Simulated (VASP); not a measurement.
Band structure of ZrO$_{2}$ (space group P4_2/nmc). These are LDA (Ceperley-Alder, Perdew-Zunger), VASP's LDA PAW potentials (set 64) (plane waves; VASP) values and carry that method's errors.

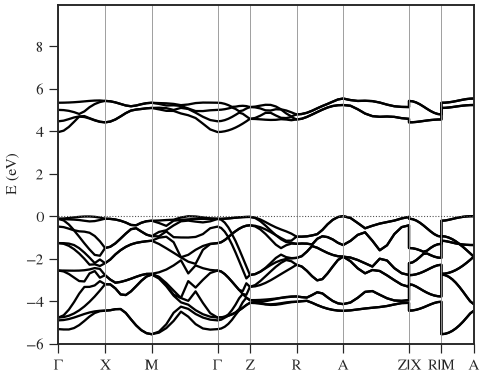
Fig. 1. Bands along high-symmetry lines, zero at the valence-band maximum or, without a gap, the Fermi level

Task: Read the plot: is there a gap, and where are the band edges?

Result: The gap is indirect, 3.96 eV, from the valence maximum at A to the conduction minimum at Γ. (Edges off the drawn lines would not show.)

The structure comes from a computed database's ZrO2 entry (P4_2/nmc); how it stands against other phases isn't given here. It was relaxed first.
